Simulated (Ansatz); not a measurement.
# Geometry relaxation, with input and output: C$_{3}$H$_{8}$N$_{2}$Si (part 2 of 2)

The same run, continued: C$_{3}$H$_{8}$N$_{2}$Si; RHF/def2-SVP (Ansatz 0.2.0). It belongs to a series of runs on one base structure; here: end point B relaxed.

Geometry of the input (Å):
```
C  -0.8781  -0.8595  1.0903
N  0.2256  -0.2337  0.4210
C  -0.0874  1.0633  -0.0961
C  1.5443  -0.4676  0.6214
N  2.6709  -0.0009  0.4916
Si 2.7059  -1.6053  1.3875
H  -1.6446  -0.0458  1.3211
H  -1.3556  -1.5482  0.4263
H  -0.6395  -1.2784  2.0629
H  0.6066  1.3603  -0.9209
H  -0.0874  1.8208  0.6606
H  -1.0911  1.0860  -0.6097
H  3.4952  -2.5766  0.5783
H  3.2624  -1.3172  2.7307
```

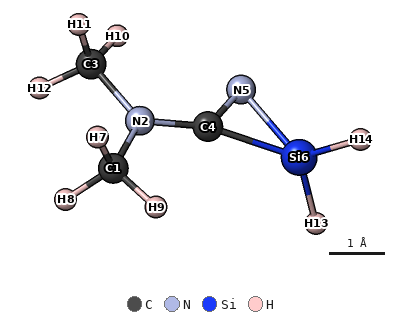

Fig. 1: The geometry at step 8 of the log (ball-and-stick view, seen at a tilt; atoms are numbered from 1 in the order of the input).

### Trajectory as extended XYZ, continued
```
14
Properties=species:S:1:pos:R:3:forces:R:3 step=3 energy=-14034.79073
C    -0.9040   -0.8513    1.1208    0.1663  -0.1462   0.0205
N     0.1854   -0.1188    0.5073    0.1844  -0.2425   0.3156
C    -0.0865    1.1287   -0.1768    0.2397  -0.0394   0.2001
C     1.4457   -0.4957    0.7550    1.2905   0.7571  -0.4624
N     2.6057    0.0369    0.4469   -1.7946  -0.1056   0.0185
Si    2.8501   -1.4225    1.3167    0.3418  -0.5961   0.2855
H    -1.6478   -0.1548    1.4995   -0.1153   0.0530   0.0882
H    -1.3969   -1.5397    0.4252    0.0287   0.1335  -0.0406
H    -0.5236   -1.4404    1.9609   -0.1204   0.1479  -0.1850
H     0.7374    1.3359   -0.8537   -0.0453   0.0868  -0.0510
H    -0.1759    1.9649    0.5292   -0.0302  -0.0945  -0.1087
H    -1.0126    1.0424   -0.7382   -0.0666   0.0093  -0.1142
H     3.3455   -2.6424    0.6573   -0.0529  -0.0543  -0.0882
H     3.3047   -1.4462    2.7148   -0.0262   0.0910   0.1217
14
Properties=species:S:1:pos:R:3:forces:R:3 step=4 energy=-14034.85318
C    -0.9064   -0.8481    1.1274    0.0181  -0.0414  -0.1504
N     0.1947   -0.1226    0.5380   -0.1998   0.0993   0.1079
C    -0.0736    1.1148   -0.1688    0.0136  -0.0783   0.0697
C     1.4566   -0.4938    0.7658   -0.0209  -0.1116   0.0255
N     2.5649    0.0407    0.4194    0.2735   0.1273  -0.0679
Si    2.8753   -1.4197    1.3153   -0.1191  -0.1650   0.0621
H    -1.6367   -0.1518    1.5393   -0.0441   0.0183   0.0483
H    -1.4147   -1.4869    0.3954   -0.0027   0.0880   0.0481
H    -0.5437   -1.4781    1.9368   -0.0073  -0.0008  -0.0311
H     0.7574    1.3391   -0.8306    0.0261   0.0065  -0.0003
H    -0.2035    1.9571    0.5203   -0.0145  -0.0596  -0.0301
H    -0.9816    1.0100   -0.7614   -0.0238  -0.0082  -0.0404
H     3.3217   -2.6566    0.6467    0.0297   0.0612  -0.0023
H     3.3168   -1.4071    2.7214    0.0713   0.0643  -0.0391
14
Properties=species:S:1:pos:R:3:forces:R:3 step=5 energy=-14034.86793
C    -0.9264   -0.8430    1.1344   -0.0379   0.0212  -0.0559
N     0.1819   -0.1158    0.5720    0.0538   0.0154   0.0721
C    -0.0625    1.1037   -0.1700   -0.0044  -0.0788   0.0616
C     1.4463   -0.4994    0.7853   -0.0129   0.1247  -0.1105
N     2.5463    0.0373    0.4051    0.1285  -0.1475   0.1012
Si    2.8806   -1.4138    1.3134   -0.0869   0.0309  -0.0163
H    -1.6298   -0.1638    1.6161   -0.0408   0.0737   0.0331
H    -1.4701   -1.4131    0.3767   -0.0412   0.0206  -0.0521
H    -0.5663   -1.5371    1.8867    0.0516  -0.0706   0.0388
H     0.8089    1.3234   -0.7775    0.0161   0.0420  -0.0320
H    -0.2428    1.9539    0.4943   -0.0390  -0.0108   0.0139
H    -0.9278    0.9805   -0.8186   -0.0774  -0.0241  -0.0549
H     3.3178   -2.6509    0.6471    0.0341  -0.0161  -0.0120
H     3.3711   -1.3649    2.6998    0.0565   0.0194   0.0130
14
Properties=species:S:1:pos:R:3:forces:R:3 step=6 energy=-14034.87686
C    -0.9382   -0.8266    1.1393   -0.2102  -0.1574   0.2119
N     0.1829   -0.1027    0.6049    0.1702  -0.0370  -0.0724
C    -0.0652    1.0902   -0.1762   -0.1041   0.0685  -0.0515
C     1.4495   -0.5008    0.8022   -0.1013   0.1201  -0.0947
N     2.5501    0.0138    0.3964    0.0263  -0.1266   0.0837
Si    2.8831   -1.4233    1.3256    0.0569   0.1463  -0.0040
H    -1.5882   -0.1578    1.7255    0.1442  -0.2087  -0.1522
H    -1.5477   -1.2841    0.3409    0.1768   0.1482   0.2415
H    -0.5778   -1.6222    1.8031   -0.1397   0.2351  -0.2274
H     0.8407    1.3453   -0.7247   -0.1358   0.0111   0.0644
H    -0.3410    1.9394    0.4639    0.0194  -0.1223  -0.1056
H    -0.8815    0.9153   -0.8885    0.1557   0.0193   0.1211
H     3.3180   -2.6639    0.6655   -0.0150  -0.0547   0.0117
H     3.4424   -1.3254    2.6869   -0.0433  -0.0418  -0.0265
14
Properties=species:S:1:pos:R:3:forces:R:3 step=7 energy=-14034.88964
C    -0.9018   -0.8167    1.1584    0.1274   0.0452  -0.1064
N     0.2065   -0.0923    0.5809   -0.3664   0.0842  -0.0584
C    -0.0873    1.0931   -0.1943    0.0258   0.0016   0.0117
C     1.4686   -0.4806    0.7652    0.1320  -0.3006   0.2710
N     2.5878    0.0040    0.3821    0.0639   0.1632  -0.1379
Si    2.8670   -1.4318    1.3275   -0.0015  -0.0550  -0.0029
H    -1.5050   -0.1690    1.7974   -0.0100   0.0554   0.0351
H    -1.5548   -1.2251    0.3817    0.0070  -0.0001   0.0015
H    -0.5261   -1.6383    1.7620    0.0060  -0.0178  -0.0050
H     0.8240    1.4382   -0.6734    0.0027  -0.0026  -0.0041
H    -0.4750    1.8965    0.4383   -0.0139  -0.0063   0.0149
H    -0.8337    0.8721   -0.9607    0.0154  -0.0045  -0.0162
H     3.2767   -2.6979    0.6941    0.0004   0.0173  -0.0051
H     3.3804   -1.3552    2.7058    0.0111   0.0201   0.0019
14
Properties=species:S:1:pos:R:3:forces:R:3 step=8 energy=-14034.89582
C    -0.9179   -0.8071    1.1597   -0.0140   0.0002   0.0268
N     0.1988   -0.1041    0.5843   -0.0687  -0.0143   0.0163
C    -0.0814    1.0822   -0.1921    0.0245   0.0208  -0.0224
C     1.4625   -0.4994    0.7804    0.0185  -0.0050  -0.0347
N     2.5713   -0.0085    0.3670    0.0116   0.0254  -0.0029
Si    2.8844   -1.4280    1.3229   -0.0084  -0.0267   0.0195
H    -1.4933   -0.1545    1.8231    0.0007  -0.0107  -0.0027
H    -1.5935   -1.1781    0.3835    0.0050   0.0085   0.0016
H    -0.5634   -1.6560    1.7389    0.0240   0.0027  -0.0062
H     0.8450    1.4533   -0.6195    0.0022   0.0039   0.0043
H    -0.5214    1.8660    0.4315   -0.0025  -0.0079  -0.0050
H    -0.7806    0.8563   -1.0014    0.0083  -0.0042   0.0061
H     3.2918   -2.6982    0.6969   -0.0022   0.0067   0.0022
H     3.4251   -1.3268    2.6896    0.0012   0.0005  -0.0028
14
Properties=species:S:1:pos:R:3:forces:R:3 step=9 energy=-14034.89663
C    -0.9144   -0.8047    1.1678   -0.0079  -0.0069  -0.0090
N     0.1973   -0.1005    0.5844   -0.0110  -0.0098   0.0040
C    -0.0818    1.0819   -0.1990   -0.0014   0.0011   0.0122
C     1.4616   -0.4974    0.7767    0.0046   0.0277  -0.0021
N     2.5719   -0.0046    0.3702   -0.0018  -0.0221   0.0017
Si    2.8781   -1.4309    1.3220    0.0151   0.0061  -0.0009
H    -1.4808   -0.1590    1.8452    0.0070   0.0000   0.0040
H    -1.6003   -1.1660    0.3963   -0.0002  -0.0020   0.0026
H    -0.5506   -1.6600    1.7322   -0.0061   0.0076  -0.0043
H     0.8498    1.4667   -0.6023   -0.0005   0.0035  -0.0010
H    -0.5488    1.8574    0.4147   -0.0004   0.0000  -0.0029
H    -0.7577    0.8468   -1.0251    0.0054  -0.0021  -0.0034
H     3.2878   -2.6973    0.6912   -0.0010  -0.0029  -0.0002
H     3.4150   -1.3353    2.6905   -0.0018  -0.0001  -0.0008
14
Properties=species:S:1:pos:R:3:forces:R:3 step=10 energy=-14034.89680
C    -0.9143   -0.8030    1.1706   -0.0009   0.0021   0.0122
N     0.1970   -0.1004    0.5846    0.0088   0.0042   0.0055
C    -0.0820    1.0812   -0.2002   -0.0056   0.0106  -0.0165
C     1.4618   -0.4971    0.7757   -0.0095  -0.0018  -0.0162
N     2.5718   -0.0100    0.3617   -0.0048  -0.0038   0.0156
Si    2.8783   -1.4310    1.3211    0.0046   0.0013  -0.0030
H    -1.4695   -0.1603    1.8607    0.0016  -0.0090  -0.0089
H    -1.6098   -1.1524    0.4019    0.0101   0.0050   0.0068
H    -0.5506   -1.6660    1.7231   -0.0094   0.0046  -0.0059
H     0.8533    1.4805   -0.5821   -0.0263  -0.0065   0.0072
H    -0.5733    1.8478    0.4068    0.0116  -0.0217  -0.0153
H    -0.7365    0.8396   -1.0427    0.0171   0.0141   0.0183
H     3.2843   -2.7009    0.6948   -0.0019  -0.0023   0.0021
H     3.4165   -1.3311    2.6887    0.0045   0.0031  -0.0019
14
Properties=species:S:1:pos:R:3:forces:R:3 step=11 energy=-14034.89688
C    -0.9149   -0.8023    1.1710   -0.0077  -0.0022   0.0024
N     0.1970   -0.1007    0.5852    0.0077   0.0012   0.0031
C    -0.0819    1.0804   -0.2002   -0.0037   0.0160  -0.0092
C     1.4618   -0.4982    0.7758   -0.0066   0.0063  -0.0018
N     2.5716   -0.0100    0.3629   -0.0025  -0.0063  -0.0017
Si    2.8792   -1.4313    1.3210    0.0030   0.0011  -0.0002
H    -1.4696   -0.1598    1.8615    0.0040  -0.0057  -0.0064
H    -1.6105   -1.1494    0.4015    0.0041   0.0025   0.0051
H    -0.5536   -1.6671    1.7221   -0.0008   0.0043  -0.0027
H     0.8531    1.4824   -0.5794   -0.0154  -0.0066   0.0078
H    -0.5765    1.8453    0.4060    0.0085  -0.0142  -0.0114
H    -0.7333    0.8392   -1.0449    0.0106   0.0037   0.0143
H     3.2831   -2.7025    0.6958    0.0003   0.0006   0.0003
H     3.4217   -1.3290    2.6867   -0.0014  -0.0006   0.0004
14
Properties=species:S:1:pos:R:3:forces:R:3 step=12 energy=-14034.89692
C    -0.9148   -0.8019    1.1715    0.0021  -0.0002   0.0033
N     0.1974   -0.0986    0.5881   -0.0023   0.0037  -0.0025
C    -0.0819    1.0811   -0.1994    0.0015  -0.0006   0.0009
C     1.4617   -0.4980    0.7757   -0.0016  -0.0033   0.0030
N     2.5715   -0.0121    0.3598    0.0020   0.0026  -0.0019
Si    2.8791   -1.4319    1.3200   -0.0009  -0.0007  -0.0010
H    -1.4726   -0.1596    1.8593    0.0004  -0.0010  -0.0008
H    -1.6075   -1.1517    0.4009   -0.0001  -0.0005  -0.0015
H    -0.5529   -1.6648    1.7249   -0.0010   0.0009   0.0000
H     0.8532    1.4855   -0.5744   -0.0017   0.0005   0.0012
H    -0.5814    1.8441    0.4042    0.0008  -0.0012  -0.0012
H    -0.7287    0.8377   -1.0465    0.0008  -0.0002   0.0002
H     3.2811   -2.7042    0.6959   -0.0002  -0.0006   0.0004
H     3.4231   -1.3286    2.6850    0.0003   0.0004   0.0000
```

### Key numbers

| quantity | value |
| --- | --- |
| outcome | converged |
| total energy | −14034.8969 eV |
| mean-field energy | −14034.8969 eV |
| largest force (length of the vector) at the end | 0.005 eV/Å |
| hardware | 2 threads of Arm Neoverse V1, 24 GiB of memory available, shared host |
| wall time | 29 s (CPU time 57 s) |
| peak memory | 0.3 GiB |
